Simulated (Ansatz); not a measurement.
# C2H5BOSi: molecular dynamics

Aim: follow the molecule's vibrations and see whether its bonds hold. The start is relaxed first. Runs: 500 steps of 0.25 fs at constant energy, with velocities drawn for 1000 K. SMILES of the start: BO[SiH2]C#C.

Method: RKS PBE-D4/STO-3G, in Ansatz 0.2.0.

### 1 Starting point

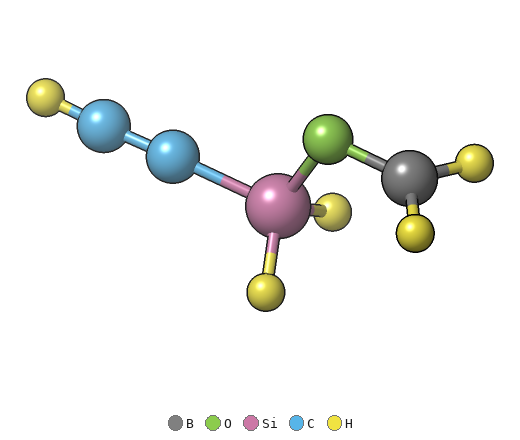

Start, viewed from a chosen angle; boron grey, oxygen green, silicon pink, carbon blue, hydrogen yellow.

Structure file:

```xyz
10

B     0.5700    1.0917    1.9243
O     0.7901    0.0267    0.9966
Si   -0.4117    0.1698   -0.2668
C    -0.0561   -1.1586   -1.4583
C     0.0372   -2.0646   -2.2700
H     1.0726    2.1883    1.7685
H    -0.1756    0.9818    2.8375
H    -1.6965    0.0727    0.3021
H    -0.2296    1.4771   -0.9016
H     0.1827   -2.8361   -2.9293
```

### 2 Preparing the start

File input.yaml:

```yaml
crystal:
  periodic: [false, false, false]
  atoms:
    - { symbol: B, position_ang: [0.57, 1.0917, 1.9243] }
    - { symbol: O, position_ang: [0.7901, 0.0267, 0.9966] }
    - { symbol: Si, position_ang: [-0.4117, 0.1698, -0.2668] }
    - { symbol: C, position_ang: [-0.0561, -1.1586, -1.4583] }
    - { symbol: C, position_ang: [0.0372, -2.0646, -2.27] }
    - { symbol: H, position_ang: [1.0726, 2.1883, 1.7685] }
    - { symbol: H, position_ang: [-0.1756, 0.9818, 2.8375] }
    - { symbol: H, position_ang: [-1.6965, 0.0727, 0.3021] }
    - { symbol: H, position_ang: [-0.2296, 1.4771, -0.9016] }
    - { symbol: H, position_ang: [0.1827, -2.8361, -2.9293] }
basis:
  gaussian: { orbitals: STO-3G }
hamiltonian:
  xc: pbe
  dispersion: d4
relax:
  f_tol: 0.02
  max_steps: 40
```

Command:

```console
ansatz run input.yaml --threads 1 --pin off --max-ram 2048MiB --backend cpu --events-out ev --progress --plain --runs-dir out
```

Output (excerpt; [...] marks lines left out):

```text
Warning: RAYON_NUM_THREADS=1 ignored (pool sized by the plan → 1); use --threads N
[...]
Functional definition: PBE
[...]
482 factors; integrals over basis functions are off by at most 1.3e-5 eV
[...]
mean field -12590.48914782 eV, -462.6919420423 hartree, gradient 1.7e-5 eV, S^2 0.000000; 0 other end points of the search recorded, 0 dependent functions left out
[...]
reference -12590.48917127 eV, -462.6919429041 hartree; 22, 22 occupied and 12, 12 virtual orbitals, 482 factors
relax step   1: F+E_penalty+E_count = -12590.68317811 eV  Δ(F+E_penalty+E_count) = +0.000e0 eV  max|allowed force component| = 2.541e0 eV/Å  Δτ_max = 0.0000 Å  (24 SCF iters, accepted)
[...]
relax step   4: F+E_penalty+E_count = -12591.14532387 eV  Δ(F+E_penalty+E_count) = -1.190e-1 eV  max|allowed force component| = 9.708e-1 eV/Å  Δτ_max = 0.1686 Å  (31 SCF iters, accepted)
[...]
relax step   7: F+E_penalty+E_count = -12591.63230393 eV  Δ(F+E_penalty+E_count) = -1.806e-1 eV  max|allowed force component| = 6.263e-1 eV/Å  Δτ_max = 0.1947 Å  (32 SCF iters, accepted)
[...]
relax step  10: F+E_penalty+E_count = -12591.79884556 eV  Δ(F+E_penalty+E_count) = -3.076e-2 eV  max|allowed force component| = 2.031e-1 eV/Å  Δτ_max = 0.0764 Å  (25 SCF iters, accepted)
[...]
relax step  11: F+E_penalty+E_count = -12591.80866019 eV  Δ(F+E_penalty+E_count) = -9.815e-3 eV  max|allowed force component| = 1.446e-1 eV/Å  Δτ_max = 0.0994 Å  (26 SCF iters, accepted)
[...]
relax step  12: F+E_penalty+E_count = -12591.80442807 eV  Δ(F+E_penalty+E_count) = +4.232e-3 eV  max|allowed force component| = 2.276e-1 eV/Å  Δτ_max = 0.0492 Å  (25 SCF iters, rejected (line search))
[...]
482 factors; integrals over basis functions are off by at most 2.1e-5 eV
```

### 3 The output, continued: start relaxed

Output, continued (excerpt; [...] marks lines left out):

```text
mean field -12591.61794815 eV, -462.7334246895 hartree, gradient 2.1e-5 eV, S^2 0.000000; 0 other end points of the search recorded, 0 dependent functions left out
[...]
reference -12591.61797155 eV, -462.7334255492 hartree; 22, 22 occupied and 12, 12 virtual orbitals, 482 factors
relax step  13: F+E_penalty+E_count = -12591.81154963 eV  Δ(F+E_penalty+E_count) = -2.889e-3 eV  max|allowed force component| = 4.005e-2 eV/Å  Δτ_max = 0.0246 Å  (25 SCF iters, accepted)
[...]
relax step  15: F+E_penalty+E_count = -12591.81217086 eV  Δ(F+E_penalty+E_count) = -1.608e-4 eV  max|allowed force component| = 3.029e-2 eV/Å  Δτ_max = 0.0373 Å  (24 SCF iters, accepted)
[...]
relax step  17: F+E_penalty+E_count = -12591.81225279 eV  Δ(F+E_penalty+E_count) = -8.192e-5 eV  max|allowed force component| = 1.894e-2 eV/Å  Δτ_max = 0.0110 Å  (21 SCF iters, accepted)
[...]
Atom 0 at     0.659599     0.896862     1.869942 Å, force    -0.000597     0.003558    -0.005363 eV/Å
Atom 1 at    -0.270882     0.094481     1.305355 Å, force     0.000847     0.006047    -0.008650 eV/Å
Atom 2 at    -0.776668     0.352976    -0.346769 Å, force    -0.002232    -0.004069     0.010362 eV/Å
Atom 3 at    -0.133524    -1.037213    -1.333034 Å, force     0.001068     0.003411     0.002036 eV/Å
Atom 4 at     0.305046    -1.964851    -1.990627 Å, force     0.000906    -0.000184    -0.000610 eV/Å
Atom 5 at     1.164832     1.804819     1.296849 Å, force    -0.002737    -0.004951     0.002013 eV/Å
Atom 6 at     0.950880     0.655499     2.991446 Å, force     0.000079    -0.001540     0.001128 eV/Å
Atom 7 at    -2.234841     0.320065    -0.332207 Å, force     0.002595     0.000079    -0.000772 eV/Å
Atom 8 at    -0.276942     1.619137    -0.878210 Å, force     0.000831    -0.000960     0.000799 eV/Å
Atom 9 at     0.695599    -2.792975    -2.579744 Å, force    -0.000759    -0.001390    -0.000943 eV/Å
Dipole moment:    -0.217691    -0.020009    -0.401066 e Å
```

Run time: 42 s. Hardware: 1 thread of Arm Neoverse V2, shared host; peak memory 0.15 GiB.

Step by step:

```csv
step,energy from step 1 (eV),largest force component (eV/Å)
1,0.0000,2.5412
2,-0.2061,1.4851
3,-0.3432,0.9269
4,-0.4621,0.9708
5,-0.5980,0.7943
6,-0.7685,1.0054
7,-0.9491,0.6263
8,-1.0849,0.3461
9x,-1.0734,1.3758
10,-1.1157,0.2031
11,-1.1255,0.1446
12x,-1.1213,0.2276
13,-1.1284,0.0401
14,-1.1288,0.0115
15,-1.1290,0.0303
16x,-1.1290,0.0543
17,-1.1291,0.0189
18,-1.1292,0.0370
19,-1.1292,0.0213
20,-1.1293,0.0114
21,-1.1293,0.0104
```

Step 1 is the start. 3 steps were tried and not accepted (marked x).

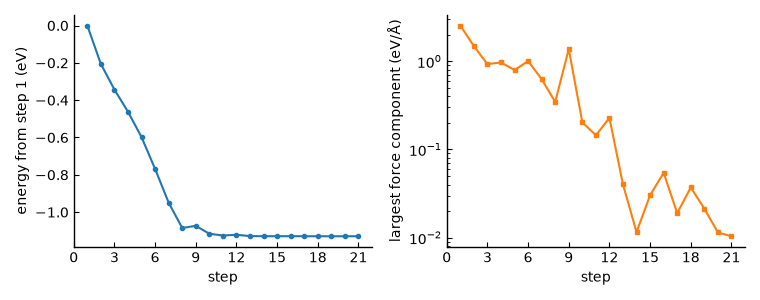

How energy and force went from step to step.

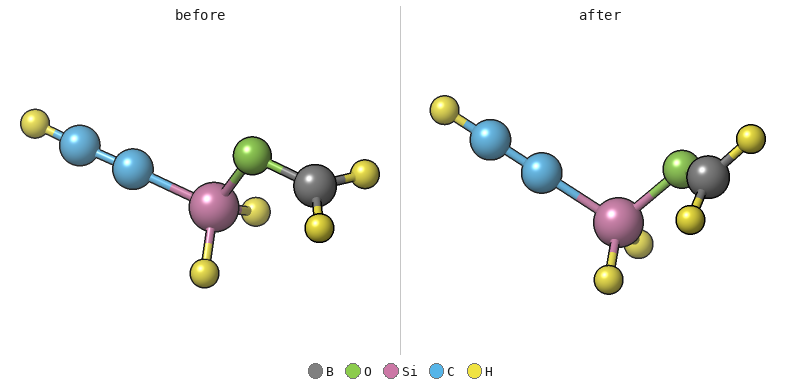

Before and after, at one scale.

After: Bond lengths: B1–O2 1.352 Å, O2–Si3 1.747 Å, Si3–C4 1.822 Å, C4–C5 1.219 Å, B1–H6 1.187 Å, B1–H7 1.184 Å, Si3–H8 1.459 Å, Si3–H9 1.461 Å, C5–H10 1.089 Å. Angles: B1–O2–Si3 120.4°, O2–B1–H6 123.1°, O2–B1–H7 116.4°, H6–B1–H7 120.6°, O2–Si3–C4 107.3°, O2–Si3–H8 106.1°, O2–Si3–H9 111.9°, C4–Si3–H8 109.9°, C4–Si3–H9 110.1°, H8–Si3–H9 111.4°, Si3–C4–C5 179.6°, C4–C5–H10 179.9°.

### 4 Dynamics

500 steps of 0.25 fs at constant energy, with velocities drawn for 1000 K, from the relaxed start.

File input.yaml:

```yaml
crystal:
  periodic: [false, false, false]
  atoms:
    - { symbol: B, position_ang: [0.659599, 0.896862, 1.869942] }
    - { symbol: O, position_ang: [-0.270882, 0.094481, 1.305355] }
    - { symbol: Si, position_ang: [-0.776668, 0.352976, -0.346769] }
    - { symbol: C, position_ang: [-0.133524, -1.037213, -1.333034] }
    - { symbol: C, position_ang: [0.305046, -1.964851, -1.990627] }
    - { symbol: H, position_ang: [1.164832, 1.804819, 1.296849] }
    - { symbol: H, position_ang: [0.95088, 0.655499, 2.991446] }
    - { symbol: H, position_ang: [-2.234841, 0.320065, -0.332207] }
    - { symbol: H, position_ang: [-0.276942, 1.619137, -0.87821] }
    - { symbol: H, position_ang: [0.695599, -2.792975, -2.579744] }
basis:
  gaussian: { orbitals: STO-3G }
hamiltonian:
  xc: pbe
  dispersion: d4
md:
  timestep: 0.25
  n_steps: 500
  ensemble: nve
  temperature: 1000.0
  initial_velocities: maxwell_boltzmann
  seed: 537287
```

Command:

```console
ansatz run input.yaml --threads 1 --pin off --max-ram 2048MiB --backend cpu --events-out ev --progress --plain --runs-dir out
```

Output (excerpt; [...] marks lines left out):

```text
Warning: RAYON_NUM_THREADS=1 ignored (pool sized by the plan → 1); use --threads N
[...]
Functional definition: PBE
[...]
480 factors; integrals over basis functions are off by at most 1.5e-5 eV
[...]
mean field -12591.61812116 eV, -462.7334310473 hartree, gradient 2.2e-5 eV, S^2 0.000000; 0 other end points of the search recorded, 0 dependent functions left out
[...]
reference -12591.61814485 eV, -462.7334319179 hartree; 22, 22 occupied and 12, 12 virtual orbitals, 480 factors
md step     0: t =     0.00 fs  T =  1000.0 K  F+E_penalty+E_count = -12591.81244132 eV  E_kin = 1.034080 eV  conserved = -12590.77836133 eV  (23 SCF iters)
[...]
md step    19: t =     4.75 fs  T =   569.2 K  F+E_penalty+E_count = -12591.36644460 eV  E_kin = 0.588576 eV  conserved = -12590.77786908 eV  (22 SCF iters)
[...]
md step    38: t =     9.50 fs  T =   359.0 K  F+E_penalty+E_count = -12591.14902306 eV  E_kin = 0.371244 eV  conserved = -12590.77777894 eV  (21 SCF iters, 3 dispersion substeps)
[...]
md step    57: t =    14.25 fs  T =   465.6 K  F+E_penalty+E_count = -12591.25922103 eV  E_kin = 0.481489 eV  conserved = -12590.77773206 eV  (22 SCF iters, 3 dispersion substeps)
[...]
md step    75: t =    18.75 fs  T =   457.4 K  F+E_penalty+E_count = -12591.25074046 eV  E_kin = 0.472976 eV  conserved = -12590.77776493 eV  (21 SCF iters)
md step    76: t =    19.00 fs  T =   456.2 K  F+E_penalty+E_count = -12591.24951226 eV  E_kin = 0.471769 eV  conserved = -12590.77774282 eV  (21 SCF iters)
```

### 5 The log goes on: dynamics from the start

The log, continued (excerpt; [...] marks lines left out):

```text
md step    77: t =    19.25 fs  T =   453.0 K  F+E_penalty+E_count = -12591.24610210 eV  E_kin = 0.468409 eV  conserved = -12590.77769308 eV  (21 SCF iters)
[...]
md step   103: t =    25.75 fs  T =   575.7 K  F+E_penalty+E_count = -12591.37268713 eV  E_kin = 0.595308 eV  conserved = -12590.77737909 eV  (22 SCF iters)
[...]
md step   129: t =    32.25 fs  T =   559.6 K  F+E_penalty+E_count = -12591.35674074 eV  E_kin = 0.578698 eV  conserved = -12590.77804229 eV  (27 SCF iters)
[...]
md step   155: t =    38.75 fs  T =   406.3 K  F+E_penalty+E_count = -12591.19778780 eV  E_kin = 0.420103 eV  conserved = -12590.77768478 eV  (21 SCF iters)
[...]
md step   180: t =    45.00 fs  T =   683.6 K  F+E_penalty+E_count = -12591.48465038 eV  E_kin = 0.706916 eV  conserved = -12590.77773422 eV  (27 SCF iters)
md step   181: t =    45.25 fs  T =   693.9 K  F+E_penalty+E_count = -12591.49537073 eV  E_kin = 0.717590 eV  conserved = -12590.77778072 eV  (27 SCF iters)
```

### 6 The output, continued: dynamics from the start

The log, continued (excerpt; [...] marks lines left out):

```text
md step   182: t =    45.50 fs  T =   702.0 K  F+E_penalty+E_count = -12591.50370970 eV  E_kin = 0.725885 eV  conserved = -12590.77782467 eV  (27 SCF iters)
[...]
md step   202: t =    50.50 fs  T =   605.2 K  F+E_penalty+E_count = -12591.40393715 eV  E_kin = 0.625792 eV  conserved = -12590.77814516 eV  (22 SCF iters)
[...]
md step   222: t =    55.50 fs  T =   353.8 K  F+E_penalty+E_count = -12591.14374142 eV  E_kin = 0.365826 eV  conserved = -12590.77791548 eV  (21 SCF iters)
[...]
md step   242: t =    60.50 fs  T =   527.9 K  F+E_penalty+E_count = -12591.32396948 eV  E_kin = 0.545893 eV  conserved = -12590.77807631 eV  (22 SCF iters)
[...]
md step   498: t =   124.50 fs  T =   583.7 K  F+E_penalty+E_count = -12591.38120800 eV  E_kin = 0.603635 eV  conserved = -12590.77757289 eV  (22 SCF iters)
[...]
Atom 0 at     0.777031     0.734920     1.783079 Å, force     0.838681     0.112351     0.654342 eV/Å
Atom 1 at    -0.429526     0.246879     1.382532 Å, force     0.271219    -0.850538    -0.124002 eV/Å
Atom 2 at    -0.795086     0.335552    -0.348013 Å, force    -0.925444     0.397971     0.270366 eV/Å
Atom 3 at    -0.135873    -1.059749    -1.304202 Å, force     0.523538    -0.572002    -0.378541 eV/Å
Atom 4 at     0.388365    -1.915606    -2.009224 Å, force    -0.868318     1.499838     1.692066 eV/Å
Atom 5 at     1.303840     1.508319     1.083682 Å, force     0.552171     0.348240    -0.363903 eV/Å
Atom 6 at     1.398487     0.464689     2.828310 Å, force    -1.527368     0.033906    -1.047799 eV/Å
Atom 7 at    -2.261535     0.310717    -0.463460 Å, force     0.294793    -0.017870     0.204093 eV/Å
Atom 8 at    -0.289594     1.543469    -0.976372 Å, force     0.167827     0.252767     0.112465 eV/Å
Atom 9 at     0.955320    -2.735615    -2.354742 Å, force     0.672901    -1.204664    -1.019086 eV/Å
Dipole moment:    -0.187942    -0.029073    -0.294070 e Å
```

Wall time 13 min (1 thread of Arm Neoverse V2, shared host); peak memory 0.098 GiB.

### 7 What the atoms did

One step in 20; energies are changes from step 0:

| time (fs) | T (K) | potential energy change (meV/atom) | total energy change (meV/atom) |
| --- | --- | --- | --- |
| 0.0 | 1000 | 0.0 | 0.00 |
| 5.0 | 540 | 47.6 | 0.06 |
| 10.0 | 379 | 64.3 | 0.05 |
| 15.0 | 437 | 58.3 | 0.08 |
| 20.0 | 440 | 58.0 | 0.09 |
| 25.0 | 541 | 47.5 | 0.11 |
| 30.0 | 551 | 46.5 | 0.11 |
| 35.0 | 283 | 74.2 | 0.12 |
| 40.0 | 415 | 60.6 | 0.10 |
| 45.0 | 684 | 32.8 | 0.06 |
| 50.0 | 619 | 39.4 | 0.04 |
| 55.0 | 319 | 70.5 | 0.07 |
| 60.0 | 479 | 53.9 | 0.04 |
| 65.0 | 486 | 53.2 | 0.07 |
| 70.0 | 480 | 53.9 | 0.08 |
| 75.0 | 733 | 27.7 | 0.05 |
| 80.0 | 484 | 53.5 | 0.06 |
| 85.0 | 351 | 67.2 | 0.06 |
| 90.0 | 591 | 42.4 | 0.06 |
| 95.0 | 539 | 47.7 | 0.07 |
| 100.0 | 492 | 52.6 | 0.08 |
| 105.0 | 531 | 48.7 | 0.11 |
| 110.0 | 471 | 54.8 | 0.10 |
| 115.0 | 343 | 68.0 | 0.11 |
| 120.0 | 488 | 53.0 | 0.10 |
| 125.0 | 588 | 42.6 | 0.06 |

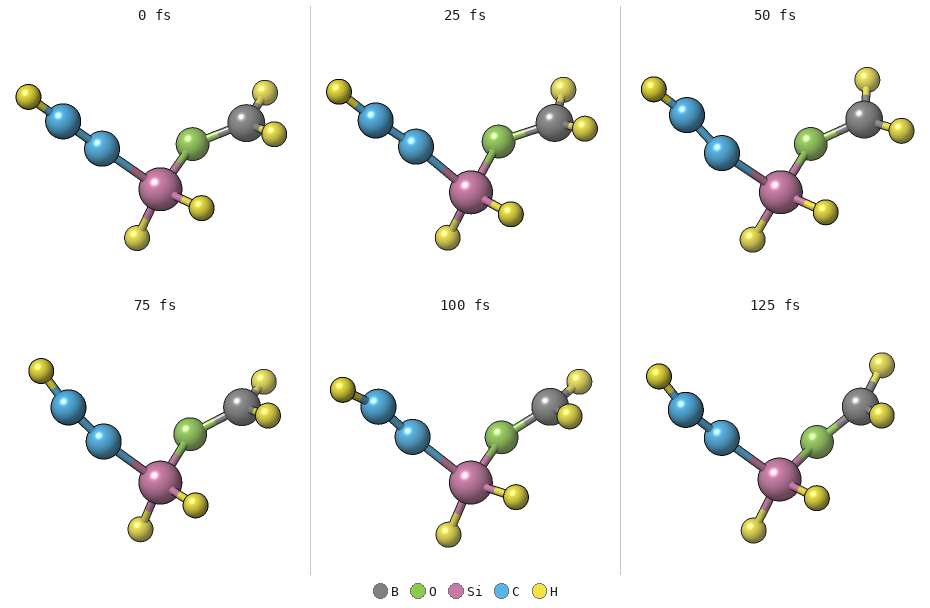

The system at six times, viewed from a chosen angle. Sticks join atoms within a bonding distance in each frame.

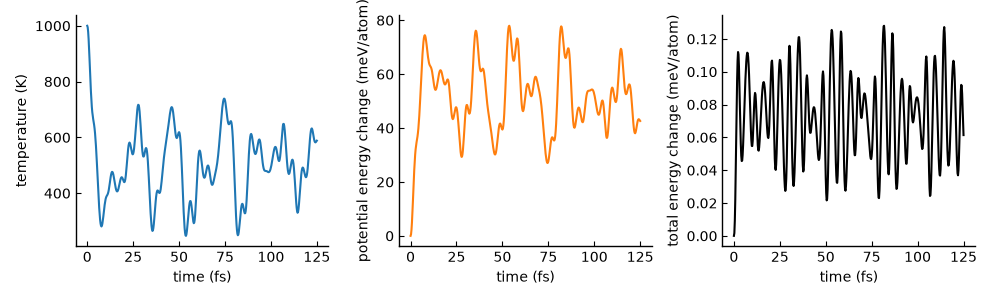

Time series of the run, each on its own scale.

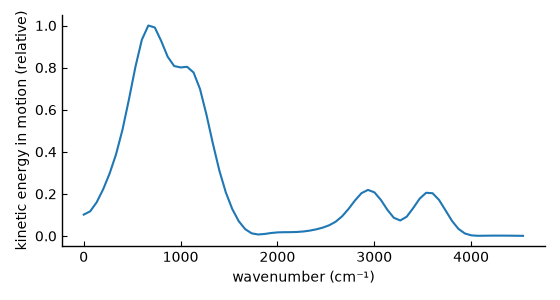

Power spectrum of the mass-weighted velocities; a run of 125 fs resolves no finer than about 530 cm⁻¹.

Maxima of the velocity power spectrum (cm⁻¹, relative height; resolution about 530 cm⁻¹): 670 (100), 1070 (80), 2940 (22), 3540 (21).

### 8 Positions and forces

Positions (Å) and forces (eV/Å):

```xyz
10
time_fs=15.5 T=419 dE=0.6018
B     0.668    0.867    1.824    0.325   -0.287    1.899
O    -0.219    0.023    1.236   -0.465    0.831    0.855
Si   -0.855    0.407   -0.339    2.557   -0.666   -1.202
C    -0.048   -1.037   -1.276   -1.370    1.437    0.458
C     0.327   -1.994   -1.928    0.457   -1.431   -2.098
H     1.311    1.756    1.396   -0.359    0.156   -0.940
H     0.891    0.734    3.019   -0.348   -0.484   -0.946
H    -2.304    0.477   -0.505   -0.002   -0.262    0.344
H    -0.205    1.694   -0.719   -0.504   -0.538   -0.147
H     0.596   -2.768   -2.732   -0.292    1.243    1.778
10
time_fs=31.2 T=544 dE=0.4724
B     0.671    0.795    1.831    0.984    2.325   -1.605
O    -0.245    0.037    1.252   -0.999   -0.772   -0.752
Si   -0.797    0.388   -0.382   -1.339    0.911    1.384
C    -0.115   -0.965   -1.266    0.354   -0.864   -1.269
C     0.306   -1.925   -1.882   -0.405    1.160    1.021
H     1.033    1.783    1.160    0.117   -0.897    1.413
H     1.062    0.466    2.869    0.356    0.031    0.773
H    -2.229    0.175   -0.149    0.030    0.203   -0.443
H    -0.529    1.689   -1.044    0.117   -0.382    0.498
H     0.762   -2.818   -2.180    0.785   -1.714   -1.020
10
time_fs=47.0 T=678 dE=0.3340
B     0.740    0.821    1.823   -1.253   -3.418    1.762
O    -0.289    0.057    1.256    1.950    1.132    0.904
Si   -0.817    0.388   -0.353   -1.021   -0.317   -0.806
C    -0.165   -0.954   -1.419    0.522   -0.101    0.534
C     0.372   -1.979   -1.814   -0.453    0.748   -0.035
H     1.143    1.838    1.511    0.321    1.298   -0.976
H     1.219    0.304    2.857   -0.713    0.749   -1.323
H    -2.272    0.202   -0.395    0.171    0.196    0.226
H    -0.470    1.710   -0.837    0.218    0.225   -0.071
H     0.806   -2.854   -2.263    0.259   -0.513   -0.214
10
time_fs=62.5 T=499 dE=0.5193
B     0.747    0.774    1.860    0.383    1.509   -1.685
O    -0.252    0.090    1.276   -0.845   -1.018   -0.046
Si   -0.882    0.399   -0.354    2.036   -0.959   -0.105
C    -0.139   -0.970   -1.479   -1.038    1.162    1.853
C     0.416   -2.010   -1.804    0.785   -1.733   -1.726
H     1.208    1.755    1.287   -0.223   -0.714    0.595
H     1.209    0.448    2.887   -0.206   -0.326    0.369
H    -2.330    0.528   -0.372   -0.102   -0.334    0.087
H    -0.229    1.639   -0.666    0.000    0.667   -0.590
H     0.868   -2.919   -2.352   -0.791    1.747    1.248
10
time_fs=78.0 T=658 dE=0.3543
B     0.737    0.765    1.787    0.712    0.490    0.509
O    -0.279    0.051    1.279   -0.501    0.523   -1.284
Si   -0.822    0.392   -0.379   -0.567    0.147    0.827
C    -0.177   -0.974   -1.308    0.437   -0.866   -0.876
C     0.380   -1.911   -1.853   -0.873    1.510    1.096
H     1.428    1.559    1.162   -0.613   -0.632    0.583
H     0.857    0.525    2.949    0.559    0.334   -0.170
H    -2.252    0.280   -0.204   -0.372    0.070   -0.166
H    -0.491    1.629   -1.086    0.215    0.155    0.423
H     0.936   -2.768   -2.071    1.002   -1.730   -0.941
10
time_fs=93.8 T=593 dE=0.4217
B     0.750    0.757    1.786   -1.339   -1.047    0.267
O    -0.331    0.078    1.218    1.857    0.977    3.450
Si   -0.812    0.394   -0.360   -1.128    0.627   -0.948
C    -0.177   -1.045   -1.220    0.660    0.059   -0.896
C     0.405   -1.896   -1.866   -0.300    0.090   -0.127
H     1.409    1.409    1.098    0.608    0.716   -0.546
H     1.056    0.722    2.974   -0.726   -0.469   -1.134
H    -2.267    0.239   -0.365    0.050    0.287    0.047
H    -0.426    1.754   -0.842    0.033   -0.778   -0.005
H     0.829   -2.628   -2.534    0.285   -0.463   -0.107
10
time_fs=109.5 T=472 dE=0.5468
B     0.776    0.763    1.746    0.667    0.906   -0.668
O    -0.354    0.157    1.362   -1.364   -0.030   -2.080
Si   -0.866    0.388   -0.354    1.886   -0.533    0.058
C    -0.100   -1.086   -1.270   -1.202    1.045    0.674
C     0.431   -1.947   -1.951    0.736   -1.479   -1.811
H     1.473    1.572    1.130   -0.843   -0.926    0.494
H     0.993    0.408    2.810    0.996    0.081    1.463
H    -2.319    0.652   -0.458    0.444   -0.475    0.029
H    -0.056    1.509   -0.876   -0.548   -0.070    0.081
H     0.862   -2.707   -2.708   -0.771    1.482    1.759
10
time_fs=125.0 T=588 dE=0.4263
B     0.777    0.735    1.783    0.839    0.112    0.654
O    -0.429    0.247    1.383    0.271   -0.851   -0.124
Si   -0.795    0.336   -0.348   -0.925    0.398    0.270
C    -0.136   -1.060   -1.304    0.523   -0.572   -0.379
C     0.388   -1.916   -2.009   -0.868    1.500    1.692
H     1.304    1.508    1.084    0.552    0.348   -0.364
H     1.399    0.465    2.828   -1.527    0.034   -1.048
H    -2.261    0.311   -0.464    0.295   -0.018    0.204
H    -0.290    1.544   -0.976    0.168    0.253    0.113
H     0.955   -2.736   -2.355    0.673   -1.205   -1.019
```

### 9 Results

| quantity | value |
| --- | --- |
| relaxation of the start | 17 moves, 1.129 eV lower |
| length | 500 steps of 0.25 fs |
| temperature, first and last step | 1000 and 588 K |
| temperature, second half | mean 513 K, from 249 to 739 K |
| potential energy, second half | +50 meV/atom from the start |
| largest change of the total energy | 0.13 meV/atom |
| bonds formed or broken | 0 |

What this shows: The temperature starts at 1000 K and averages 513 K in the second half, where it ranges from 249 to 739 K; a mean near half the start is what vibrations about a minimum give, since they share energy equally between motion and strain. The total energy strays from its start by at most 0.13 meV/atom, 0.2 % of the mean kinetic energy, which is good for a step of 0.25 fs. No bond forms or breaks. 125 fs on 10 atoms is far too short and small for converged averages. The nuclei move classically, without zero-point motion, which matters most for hydrogen. In so small a basis the energies are only a sketch.
